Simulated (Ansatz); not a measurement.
Molecular dynamics, with input and output: LiH₁₇O₉ (part 3 of 3)

LiH₁₇O₉ (disordered cell, 27 atoms in the cell); DFT r2SCAN, scalar-relativistic, plane waves, PAW, no spin polarisation (Ansatz 0.2.0); cutoff 500 eV, 1×1×1 k-mesh, Fermi–Dirac smearing of 0.05 eV. It belongs to a series of runs on one base structure; here: dynamics from the start.

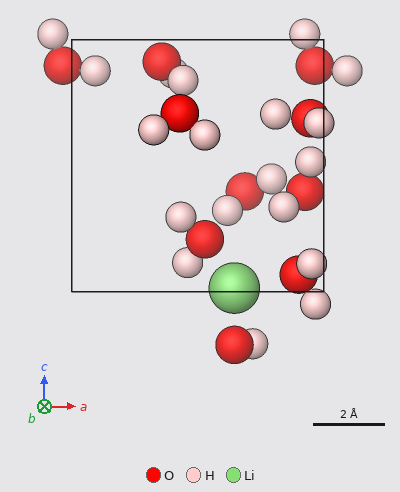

Fig. 1: The geometry at step 16 of the log (spheres-only view of the cell of the calculation, along the b axis).

### Trajectory as extended XYZ, continued
```
27
Lattice="7.1739 0.0000 0.0000 0.0000 7.1739 0.0000 0.0000 0.0000 7.1739" Properties=species:S:1:pos:R:3:forces:R:3 step=13 time_fs=6.5 energy=-5596.58593 temperature=256.8
O    -0.7100    2.5002    0.4844   -0.1800   1.1171  -0.8434
H    -0.2338    2.6358   -0.3653   -0.4682   0.4188  -0.0209
H    -0.3569    1.6833    0.7654    0.2820  -1.4516   0.8421
O     6.9320    6.0514    6.4373    0.5742   0.6366  -2.4927
H     7.8464    5.7240    6.2662   -0.7515  -0.0871   1.0844
H     6.6252    5.9224    7.3071    0.2479  -0.5460   1.5500
O     3.7924    4.2021    1.4828   -1.4805  -0.8798   1.3661
H     3.2746    4.7090    0.8076   -0.2746   0.1961  -0.0251
H     3.1067    3.8374    2.1329    1.5319   0.8906  -1.3607
O     2.5623    5.3283    6.5480   -0.3864  -1.5883   0.1012
H     2.8849    6.1600    6.2470    0.4777   1.6074  -0.3108
H     3.1809    4.7112    6.0206    0.0921   0.0173   0.2119
O     4.9238    7.0852    2.8482    1.1064  -0.2676   0.7882
H     4.4179    6.4569    2.3305   -0.0629  -0.2718  -0.0622
H     5.6813    6.5137    3.1901   -1.1858   0.5032  -0.7599
O     3.0802    0.5129    5.0648   -2.0378   0.2699   2.2724
H     2.3585    0.0773    4.6216   -0.3600  -0.1026  -0.2622
H     3.7679    0.4778    4.4597    2.4037  -0.1952  -2.1314
O     6.8016    2.8981    4.9276   -0.5808   1.5195   0.3814
H     6.9847    2.0005    4.7540    0.0515  -1.5205  -0.5262
H     5.7908    3.0650    5.0489    0.6414   0.2245   0.2187
O     6.6368    4.9052    2.8463    0.6506   0.0582   1.2009
H     6.0497    4.3056    2.4049   -0.5729  -0.3805  -0.6161
H     6.7952    4.4042    3.6811    0.1276   0.2595  -0.4708
Li    4.6339    3.1517    0.1104    0.3954  -0.1759  -0.0499
O     4.6299    4.0019    5.6712   -1.0460  -1.2178  -0.0147
H     5.1352    4.7959    5.6838    0.8053   0.9658  -0.0705
27
Lattice="7.1739 0.0000 0.0000 0.0000 7.1739 0.0000 0.0000 0.0000 7.1739" Properties=species:S:1:pos:R:3:forces:R:3 step=14 time_fs=7.0 energy=-5596.57447 temperature=255.0
O    -0.7100    2.4969    0.4838   -0.0637   0.7469  -0.6411
H    -0.2324    2.6409   -0.3627   -0.4391   0.3703  -0.0275
H    -0.3526    1.6755    0.7721    0.1257  -1.0265   0.6549
O     6.9284    6.0514    6.4361    0.5715   0.5503  -2.2228
H     7.8460    5.7252    6.2716   -0.7944  -0.0576   1.0441
H     6.6280    5.9231    7.3127    0.2997  -0.4887   1.3190
O     3.7926    4.2031    1.4845   -1.3478  -1.0420   1.5623
H     3.2843    4.7107    0.8137   -0.4290   0.3242  -0.2007
H     3.1035    3.8373    2.1320    1.5611   0.9123  -1.3830
O     2.5627    5.3297    6.5475   -0.5723  -1.9743   0.2526
H     2.8855    6.1486    6.2383    0.6291   2.0880  -0.4561
H     3.1749    4.7123    6.0183    0.1238  -0.0680   0.2069
O     4.9259    7.0869    2.8488    0.9031  -0.6580   0.5408
H     4.4222    6.4466    2.3232    0.2319   0.0792   0.2452
H     5.6865    6.5180    3.1973   -1.2845   0.5496  -0.8226
O     3.0802    0.5168    5.0679   -2.7136  -0.1407   1.8592
H     2.3481    0.0694    4.6148    0.3503   0.3129   0.1463
H     3.7689    0.4831    4.4631    2.3677  -0.2018  -2.1351
O     6.8001    2.8960    4.9297   -0.4226   1.6585   0.3637
H     7.0026    2.0023    4.7722    0.0854  -1.6775  -0.5310
H     5.7950    3.0542    5.0499    0.4843   0.2327   0.2175
O     6.6384    4.9057    2.8448    0.4252  -0.0880   0.9474
H     6.0470    4.2966    2.4079   -0.3477  -0.1644  -0.4306
H     6.7956    4.4185    3.6845    0.1340   0.1864  -0.3987
Li    4.6323    3.1496    0.1070    0.3957  -0.1682  -0.0614
O     4.6317    4.0012    5.6656   -0.9541  -1.0174   0.0196
H     5.1406    4.7978    5.6849    0.6804   0.7618  -0.0688
27
Lattice="7.1739 0.0000 0.0000 0.0000 7.1739 0.0000 0.0000 0.0000 7.1739" Properties=species:S:1:pos:R:3:forces:R:3 step=15 time_fs=7.5 energy=-5596.60383 temperature=258.9
O    -0.7102    2.4936    0.4834    0.1116   0.2602  -0.4046
H    -0.2318    2.6455   -0.3610   -0.4161   0.3127  -0.0143
H    -0.3471    1.6654    0.7805   -0.0834  -0.4756   0.4118
O     6.9248    6.0516    6.4346    0.4688   0.4505  -1.7370
H     7.8443    5.7257    6.2780   -0.7881  -0.0421   0.9827
H     6.6310    5.9217    7.3215    0.4025  -0.4029   0.8919
O     3.7923    4.2037    1.4862   -1.1033  -1.1145   1.6038
H     3.2927    4.7123    0.8190   -0.5580   0.4438  -0.3657
H     3.1034    3.8388    2.1272    1.4528   0.8551  -1.2645
O     2.5631    5.3304    6.5469   -0.6735  -2.0680   0.3369
H     2.8878    6.1414    6.2286    0.6788   2.2911  -0.5132
H     3.1691    4.7137    6.0165    0.1696  -0.1669   0.1834
O     4.9279    7.0887    2.8495    0.6650  -0.9496   0.2927
H     4.4276    6.4371    2.3157    0.4704   0.3904   0.5124
H     5.6892    6.5241    3.2029   -1.2905   0.5383  -0.8372
O     3.0796    0.5208    5.0712   -2.8091  -0.4795   1.1848
H     2.3398    0.0618    4.6083    0.9023   0.6395   0.4554
H     3.7765    0.4889    4.4620    1.9090  -0.1970  -1.7794
O     6.7983    2.8940    4.9322   -0.1418   1.5178   0.2912
H     7.0202    2.0005    4.7883    0.0506  -1.5507  -0.4847
H     5.8004    3.0447    5.0512    0.2736   0.2338   0.2209
O     6.6402    4.9064    2.8433    0.1686  -0.2847   0.6870
H     6.0439    4.2873    2.4094   -0.0787   0.0908  -0.2093
H     6.7979    4.4324    3.6882    0.1245   0.1242  -0.3589
Li    4.6306    3.1476    0.1032    0.3958  -0.1606  -0.0706
O     4.6334    4.0002    5.6600   -0.7744  -0.6883   0.0567
H     5.1472    4.8018    5.6859    0.4728   0.4320  -0.0722
27
Lattice="7.1739 0.0000 0.0000 0.0000 7.1739 0.0000 0.0000 0.0000 7.1739" Properties=species:S:1:pos:R:3:forces:R:3 step=16 time_fs=8.0 energy=-5596.65918 temperature=278.3
O    -0.7102    2.4903    0.4831    0.2747  -0.2275  -0.1449
H    -0.2330    2.6513   -0.3600   -0.3789   0.2399  -0.0032
H    -0.3417    1.6542    0.7902   -0.2928   0.0914   0.1434
O     6.9213    6.0514    6.4327    0.3169   0.3372  -1.1138
H     7.8420    5.7257    6.2857   -0.7482  -0.0335   0.8988
H     6.6354    5.9194    7.3330    0.5208  -0.2962   0.3484
O     3.7918    4.2040    1.4882   -0.7515  -1.0590   1.4410
H     3.2993    4.7142    0.8228   -0.6368   0.5245  -0.4816
H     3.1075    3.8423    2.1192    1.1863   0.7107  -0.9958
O     2.5634    5.3303    6.5466   -0.6477  -1.8639   0.3103
H     2.8928    6.1391    6.2195    0.6103   2.1832  -0.4567
H     3.1646    4.7149    6.0151    0.2060  -0.2543   0.1595
O     4.9297    7.0904    2.8500    0.4022  -1.1042   0.0696
H     4.4343    6.4282    2.3103    0.6213   0.6267   0.7032
H     5.6881    6.5315    3.2074   -1.1822   0.4667  -0.7938
O     3.0781    0.5250    5.0747   -2.4011  -0.7152   0.3703
H     2.3343    0.0567    4.6039    1.2547   0.8513   0.6470
H     3.7891    0.4946    4.4567    1.1473  -0.1856  -1.1666
O     6.7964    2.8924    4.9348    0.2108   1.1495   0.1904
H     7.0375    1.9955    4.8026   -0.0574  -1.1865  -0.4057
H     5.8050    3.0368    5.0533    0.0620   0.2267   0.2226
O     6.6424    4.9076    2.8420   -0.1101  -0.4910   0.3964
H     6.0405    4.2783    2.4096    0.2139   0.3654   0.0306
H     6.8016    4.4470    3.6914    0.1096   0.0509  -0.3107
Li    4.6291    3.1458    0.0990    0.3944  -0.1539  -0.0714
O     4.6348    3.9986    5.6548   -0.5433  -0.2797   0.0947
H     5.1536    4.8077    5.6867    0.2187   0.0263  -0.0820
27
Lattice="7.1739 0.0000 0.0000 0.0000 7.1739 0.0000 0.0000 0.0000 7.1739" Properties=species:S:1:pos:R:3:forces:R:3 step=18 time_fs=9.0 energy=-5596.72215 temperature=295.7
O    -0.7101    2.4835    0.4820    0.4818  -0.9998   0.3531
H    -0.2374    2.6636   -0.3581   -0.2731   0.0947  -0.0185
H    -0.3336    1.6330    0.8092   -0.6172   1.0179  -0.3398
O     6.9147    6.0516    6.4277   -0.0160   0.1542   0.0959
H     7.8344    5.7262    6.3059   -0.5128  -0.0572   0.6478
H     6.6511    5.9149    7.3560    0.6308  -0.0859  -0.6226
O     3.7910    4.2035    1.4931    0.2754  -0.5087   0.4497
H     3.3086    4.7218    0.8271   -0.6239   0.5174  -0.5128
H     3.1266    3.8565    2.1001    0.1549   0.1539  -0.0121
O     2.5636    5.3286    6.5461   -0.2420  -0.8175  -0.0480
H     2.9093    6.1487    6.2028    0.1893   1.1841  -0.0645
H     3.1582    4.7107    6.0136    0.2233  -0.2816   0.1463
O     4.9332    7.0927    2.8509   -0.2748  -0.9701  -0.3560
H     4.4526    6.4145    2.3036    0.6939   0.8816   0.8731
H     5.6769    6.5509    3.2104   -0.5792   0.1002  -0.4941
O     3.0740    0.5334    5.0822   -0.7338  -0.8194  -1.0651
H     2.3359    0.0575    4.6038    1.3460   0.8980   0.6556
H     3.8260    0.5030    4.4406   -0.6113  -0.1658   0.2372
O     6.7931    2.8897    4.9392    1.0802  -0.0441  -0.0407
H     7.0722    1.9770    4.8264   -0.4628   0.0182  -0.2103
H     5.8131    3.0232    5.0607   -0.3445   0.2001   0.2207
O     6.6474    4.9098    2.8396   -0.5905  -0.8358  -0.1172
H     6.0343    4.2620    2.4111    0.7125   0.8335   0.4281
H     6.8128    4.4728    3.6955    0.0791  -0.0813  -0.2101
Li    4.6271    3.1417    0.0914    0.3850  -0.1336  -0.0640
O     4.6380    3.9939    5.6444   -0.0830   0.5329   0.1857
H     5.1658    4.8208    5.6890   -0.2874  -0.7860  -0.1174
27
Lattice="7.1739 0.0000 0.0000 0.0000 7.1739 0.0000 0.0000 0.0000 7.1739" Properties=species:S:1:pos:R:3:forces:R:3 step=19 time_fs=9.5 energy=-5596.68175 temperature=279.8
O    -0.7100    2.4796    0.4811    0.5169  -1.2492   0.5624
H    -0.2397    2.6683   -0.3569   -0.2110   0.0386  -0.0480
H    -0.3308    1.6244    0.8173   -0.7172   1.3271  -0.5202
O     6.9114    6.0517    6.4258   -0.2096   0.1076   0.6097
H     7.8287    5.7278    6.3180   -0.2997  -0.1017   0.4932
H     6.6605    5.9119    7.3661    0.6166   0.0069  -0.9889
O     3.7907    4.2032    1.4959    0.8676  -0.0860  -0.2717
H     3.3112    4.7279    0.8282   -0.5482   0.4387  -0.4402
H     3.1374    3.8655    2.0913   -0.5075  -0.1978   0.6092
O     2.5638    5.3275    6.5458    0.0197  -0.2230  -0.2685
H     2.9193    6.1572    6.1948   -0.0641   0.5780   0.1706
H     3.1556    4.7071    6.0133    0.2207  -0.2574   0.1465
O     4.9345    7.0936    2.8514   -0.6178  -0.6849  -0.5083
H     4.4664    6.4108    2.3028    0.5840   0.8600   0.8136
H     5.6671    6.5602    3.2113   -0.1231  -0.1531  -0.2546
O     3.0716    0.5372    5.0856    0.1671  -0.7228  -1.4716
H     2.3420    0.0613    4.6078    1.1479   0.7702   0.5091
H     3.8451    0.5052    4.4331   -1.3138  -0.1561   0.7770
O     6.7918    2.8886    4.9407    1.4863  -0.5888  -0.1304
H     7.0875    1.9673    4.8382   -0.6668   0.5643  -0.1417
H     5.8164    3.0166    5.0650   -0.5200   0.1924   0.2219
O     6.6499    4.9105    2.8386   -0.6940  -0.8824  -0.2443
H     6.0335    4.2577    2.4142    0.8143   0.9194   0.5071
H     6.8186    4.4827    3.6968    0.0694  -0.1247  -0.1722
Li    4.6263    3.1396    0.0872    0.3760  -0.1218  -0.0506
O     4.6403    3.9917    5.6396    0.0705   0.8157   0.2299
H     5.1720    4.8250    5.6915   -0.4642  -1.0692  -0.1392
27
Lattice="7.1739 0.0000 0.0000 0.0000 7.1739 0.0000 0.0000 0.0000 7.1739" Properties=species:S:1:pos:R:3:forces:R:3 step=20 time_fs=10.0 energy=-5596.60573 temperature=241.4
O    -0.7097    2.4758    0.4801    0.4793  -1.3684   0.7417
H    -0.2428    2.6722   -0.3559   -0.1331  -0.0041  -0.1036
H    -0.3287    1.6198    0.8249   -0.7579   1.4925  -0.6438
O     6.9086    6.0516    6.4239   -0.4684   0.1008   1.0672
H     7.8211    5.7289    6.3312    0.0036  -0.1769   0.3308
H     6.6686    5.9089    7.3746    0.5767   0.0913  -1.2920
O     3.7908    4.2032    1.4989    1.4098   0.3478  -1.0090
H     3.3126    4.7342    0.8284   -0.4465   0.3295  -0.3287
H     3.1468    3.8741    2.0846   -1.1445  -0.5291   1.2035
O     2.5642    5.3268    6.5459    0.3115   0.3280  -0.5105
H     2.9289    6.1677    6.1863   -0.3185  -0.0221   0.4060
H     3.1550    4.7032    6.0133    0.1934  -0.1986   0.1690
O     4.9357    7.0943    2.8519   -0.9353  -0.3062  -0.6199
H     4.4815    6.4097    2.3026    0.4091   0.7583   0.6813
H     5.6567    6.5677    3.2108    0.3736  -0.4217   0.0165
O     3.0688    0.5409    5.0884    0.9893  -0.5596  -1.6454
H     2.3494    0.0669    4.6133    0.8448   0.5729   0.2941
H     3.8619    0.5057    4.4284   -1.8328  -0.1436   1.1534
O     6.7906    2.8875    4.9423    1.8103  -0.9872  -0.1898
H     7.1006    1.9598    4.8508   -0.8254   0.9592  -0.1044
H     5.8188    3.0101    5.0696   -0.6602   0.1897   0.2216
O     6.6520    4.9110    2.8376   -0.6752  -0.8066  -0.2791
H     6.0354    4.2573    2.4179    0.7892   0.8743   0.4971
H     6.8238    4.4916    3.6978    0.0625  -0.1600  -0.1368
Li    4.6257    3.1370    0.0827    0.3643  -0.1082  -0.0305
O     4.6428    3.9897    5.6351    0.1515   0.9857   0.2691
H     5.1775    4.8264    5.6933   -0.5708  -1.2378  -0.1578
```

This output came from the following input.

### Input file
```yaml
accuracy: low
crystal:
  lattice:
    - [7.173877, 0.0, 0.0]
    - [0.0, 7.173877, 0.0]
    - [0.0, 0.0, 7.173877]
  atoms:
    - { symbol: O, position: [-0.09970472, 0.35460325, 0.06547524] }
    - { symbol: H, position: [-0.04404449, 0.36966093, -0.05857269] }
    - { symbol: H, position: [-0.05787498, 0.23381381, 0.10883125] }
    - { symbol: O, position: [0.97336948, 0.84587638, 0.89758322] }
    - { symbol: H, position: [1.09396231, 0.78467285, 0.8865087] }
    - { symbol: H, position: [0.93614964, 0.81654965, 1.02377914] }
    - { symbol: O, position: [0.52726459, 0.58316848, 0.20397315] }
    - { symbol: H, position: [0.44409742, 0.65521854, 0.11677461] }
    - { symbol: H, position: [0.44730274, 0.54454608, 0.30557581] }
    - { symbol: O, position: [0.35647444, 0.74087789, 0.91371074] }
    - { symbol: H, position: [0.39753398, 0.86701771, 0.88861702] }
    - { symbol: H, position: [0.45499007, 0.66200931, 0.84741054] }
    - { symbol: O, position: [0.68352921, 0.98593436, 0.39772251] }
    - { symbol: H, position: [0.60003719, 0.90916839, 0.31957571] }
    - { symbol: H, position: [0.77960228, 0.89399154, 0.42965134] }
    - { symbol: O, position: [0.43113049, 0.06709112, 0.70080833] }
    - { symbol: H, position: [0.32146296, 0.007546, 0.63555443] }
    - { symbol: H, position: [0.5324983, 0.05124016, 0.60877002] }
    - { symbol: O, position: [0.94866215, 0.40672144, 0.68318908] }
    - { symbol: H, position: [0.94090039, 0.2826818, 0.63206113] }
    - { symbol: H, position: [0.81650185, 0.44731798, 0.7133701] }
    - { symbol: O, position: [0.92306679, 0.68169118, 0.39958474] }
    - { symbol: H, position: [0.8361655, 0.61257833, 0.32195022] }
    - { symbol: H, position: [0.95168709, 0.59546922, 0.50094483] }
    - { symbol: Li, position: [0.65027946, 0.44105851, 0.02375335] }
    - { symbol: O, position: [0.64326462, 0.55901572, 0.79924719] }
    - { symbol: H, position: [0.71680843, 0.67171687, 0.78592438] }
basis:
  ecutwfc: 500.0
kpoints:
  mp_grid: { grid: [1, 1, 1] }
hamiltonian:
  xc: r2scan
scf:
  occupations: { method: fermi_dirac, width: 0.05 }
  lower_state_search: "off"
md:
  timestep: 0.5
  n_steps: 20
  ensemble: nvt_langevin
  temperature: 350.0
  initial_velocities: maxwell_boltzmann
  seed: 135964
  friction: 0.02
```

Command:
```bash
ansatz run input.yaml --threads 1 --pin off --max-ram 3072MiB --backend cpu --events-out ev --progress --plain --runs-dir out
```

### Summary

| quantity | value |
| --- | --- |
| outcome | finished |
| mean temperature over the second half | 273 K |
| trajectory | 20 steps, 10 fs |
| ensemble | nvt_langevin |
| temperature in the input | 350.0 K |
| time step | 0.5 fs |
| electrons treated | 74 |
| potential energy (free energy of the electrons) (last step) | −5596.6057 eV |
| Fermi energy (last step) | −0.907 eV |
| largest force (length of the vector) (last step) | 2.170 eV/Å |
| hardware | 1 thread of AMD EPYC 7571, 16 GiB of memory available, shared host |
| wall time | 9.1 min |
| peak memory | 0.82 GiB |

### Remarks

The input asks for low accuracy. The k-point mesh is coarse for a cell of this size, so the results may not be converged. So short a trajectory is not equilibrated. The logged temperature at the start can lie below the typed one, since it is counted over all degrees of freedom.
